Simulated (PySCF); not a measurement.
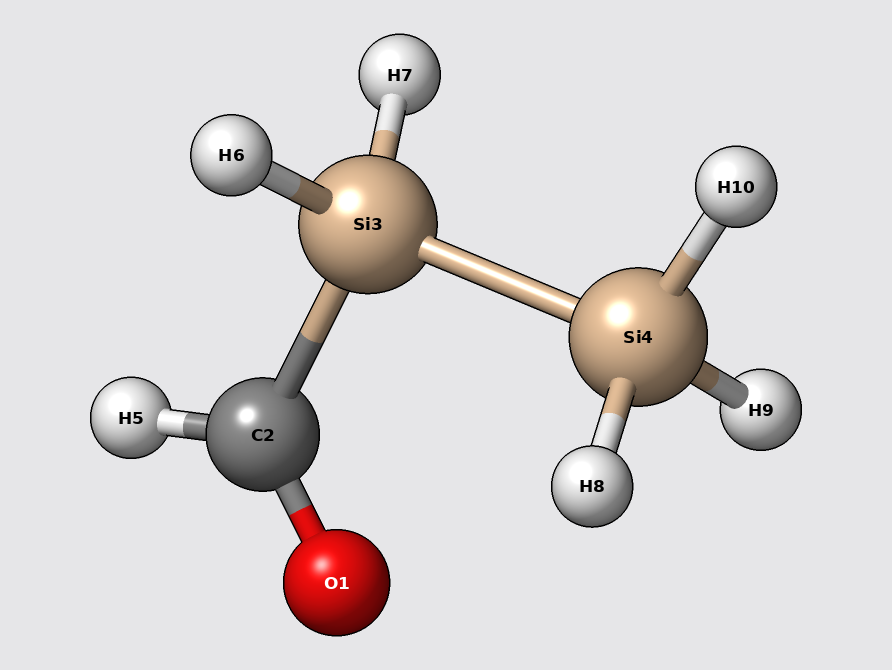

Every bond is drawn as one stick. Computed geometry: PBE0-D3(BJ)/def2-SVP optimisation. No frequency run is at hand to confirm it as a minimum. Computed with PBE0/cc-pVTZ (PySCF 2.14.0).

Which bond has the highest Mayer bond order?

O1–C2, 2.10, at a length of 1.206 Å.

List the Mayer bond orders of O1–C2, C2–Si3, C2–H5, Si3–Si4, Si3–H6, Si3–H7, Si4–H8, Si4–H9, Si4–H10. Atoms whose distances differ by more than 0.02 Å in this geometry are listed apart.

```csv
bond,Mayer order,length (Å)
O1–C2,2.10,1.206
C2–Si3,0.93,1.939
C2–H5,0.92,1.126
Si3–Si4,0.96,2.341
Si3–H6,0.95,1.498
Si3–H7,0.95,1.498
Si4–H8,0.96,1.493
Si4–H9,0.96,1.493
Si4–H10,0.96,1.495
```
